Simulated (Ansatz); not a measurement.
**C$_{2}$H$_{4}$AlNS: phonon calculation**

System: C$_{2}$H$_{4}$AlNS, SMILES [NH2][Al]1[CH]=[C]1S.
Method: RHF/def2-SVP (Ansatz 0.2.0).

It belongs to a series of runs on one base structure; here: vibrations at the highest image of the band. Figures and captions count atoms from 1; the log counts them from 0 in places.

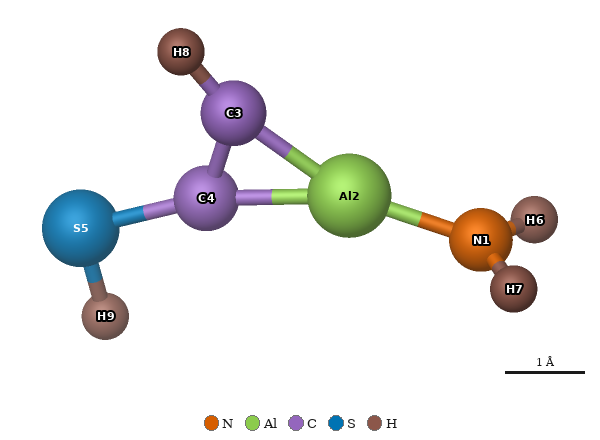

The input geometry (ball-and-stick view, seen at a tilt; atoms are numbered from 1 in the order of the input). Sticks mark near contacts. Bond lengths as drawn: Al–C 1.84 to 1.86 Å, Al–N 1.76 Å, C–C 1.37 Å, C–H 1.09 Å, C–S 1.75 Å, H–N 1.00 Å and H–S 1.33 Å.

### Key numbers

```tsv
quantity	value
outcome	converged
total energy	−20996.8318 eV
mean-field energy	−20996.8318 eV
largest force (length of the vector)	0.037 eV/Å
hardware	1 thread of Arm Neoverse V1, 24 GiB of memory available, shared host
wall time	79 s
peak memory	0.18 GiB
```

### The input
```yaml
crystal:
  periodic: [false, false, false]
  atoms:
    - { symbol: "N", position_ang: [0.895196, 0.713649, -2.078475] }
    - { symbol: Al, position_ang: [0.458199, -0.033599, -0.542205] }
    - { symbol: C, position_ang: [0.523771, -1.13855, 0.925762] }
    - { symbol: C, position_ang: [-0.536025, -0.270268, 1.01646] }
    - { symbol: S, position_ang: [-1.695024, -0.173213, 2.323811] }
    - { symbol: H, position_ang: [1.508595, 1.500655, -2.173802] }
    - { symbol: H, position_ang: [0.569351, 0.430102, -2.982425] }
    - { symbol: H, position_ang: [0.800073, -1.90149, 1.648874] }
    - { symbol: H, position_ang: [-2.435637, 0.826615, 1.844902] }
basis:
  gaussian: { orbitals: def2-SVP }
hamiltonian:
  xc: hf
phonons: {}
```

Launch command:
```bash
ansatz run input.yaml --threads 1 --pin off --max-ram 2048MiB --backend cpu --events-out ev --progress --plain --runs-dir out
```

### Output
```
Engine: ansatz 0.2.0, aarch64-unknown-linux-gnu
Functional definition: HF
  exchange = exact_x
  correlation = 0
1052 factors; integrals over basis functions are off by at most 3.2e-4 eV
mean field evaluation 1: about -20992.5814 eV, gradient 3.9e1 eV
mean field evaluation 2: about -20992.6780 eV, gradient 3.9e1 eV
mean field evaluation 4: about -20996.7491 eV, gradient 3.5e0 eV
mean field evaluation 8: about -20996.8309 eV, gradient 3.5e-1 eV
mean field -20996.83184833 eV, -771.6193382624 hartree, gradient 1.0e-5 eV, S^2 0.000000; 0 other end points of the search recorded, 0 dependent functions left out
the calculation of the forces begins
reference -20996.83184833 eV, -771.6193382624 hartree; 26, 26 occupied and 72, 72 virtual orbitals, 1052 factors
these checks for a lower state are left out or cut short: stability, starts, cluster_reference, orbital_swaps, neighbouring_geometries, increment
1052 factors; integrals over basis functions are off by at most 3.2e-4 eV
mean field evaluation 16: about -20996.7320 eV, gradient 4.1e-1 eV
mean field -20996.83178529 eV, -771.6193359456 hartree, gradient 2.2e-6 eV, S^2 0.000000; 0 other end points of the search recorded, 0 dependent functions left out
[... from here on the field's lines of each further geometry are left out, up to the last ...]
the calculation of the forces begins
reference -20996.83185579 eV, -771.6193385363 hartree; 26, 26 occupied and 72, 72 virtual orbitals, 1052 factors
these checks for a lower state are left out or cut short: stability, starts, cluster_reference, orbital_swaps, neighbouring_geometries, increment
1052 factors; integrals over basis functions are off by at most 3.2e-4 eV
mean field -20996.83180126 eV, -771.6193365326 hartree, gradient 2.9e-6 eV, S^2 0.000000; 0 other end points of the search recorded, 0 dependent functions left out
the calculation of the forces begins
reference -20996.83180126 eV, -771.6193365326 hartree; 26, 26 occupied and 72, 72 virtual orbitals, 1052 factors
WARN: phonons: modes at or below zero, which the zero-point energy, F, S and C_V leave out: 1, the lowest at -265.18 cm⁻¹. A minimum has none, and a first-order saddle one
Total energy: -20996.83184833 eV, -771.6193382624 hartree
Atom 0 at     0.895196     0.713649    -2.078475 Å, force     0.010234     0.012313     0.003294 eV/Å
Atom 1 at     0.458199    -0.033599    -0.542205 Å, force     0.009093     0.007747     0.009447 eV/Å
Atom 2 at     0.523771    -1.138550     0.925762 Å, force    -0.002981    -0.027418    -0.024267 eV/Å
Atom 3 at    -0.536025    -0.270268     1.016460 Å, force     0.009285     0.007346     0.014324 eV/Å
Atom 4 at    -1.695024    -0.173213     2.323811 Å, force    -0.008885     0.005825    -0.013831 eV/Å
Atom 5 at     1.508595     1.500655    -2.173802 Å, force    -0.007027    -0.005640    -0.011334 eV/Å
Atom 6 at     0.569351     0.430102    -2.982425 Å, force    -0.003790    -0.006631     0.004218 eV/Å
Atom 7 at     0.800073    -1.901490     1.648874 Å, force     0.002882     0.008065     0.007256 eV/Å
Atom 8 at    -2.435637     0.826615     1.844902 Å, force    -0.008810    -0.001607     0.010893 eV/Å
Dipole moment:     0.175264     0.344855    -0.701688 e Å
Vibrations: -265.18 159.18 172.78 276.99 305.07 345.21 382.54 440.72 687.80 690.93 909.39 957.85 1002.43 1064.59 1233.86 1544.82 1658.95 2872.32 3301.30 3793.05 3877.80 cm⁻¹, zero-point energy 1.591808 eV
```

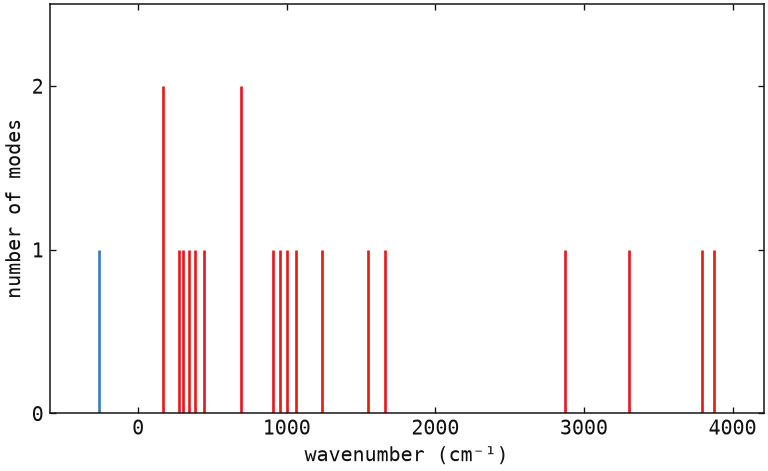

Harmonic vibrational wavenumbers from the force constants; neighbouring modes closer than 19 cm⁻¹ are counted in one stick, and imaginary ones are drawn at negative wavenumbers. 21 modes from 265i to 3878 cm⁻¹, 1 imaginary beyond 8i (265i cm⁻¹): a first-order saddle point, if the geometry is stationary.
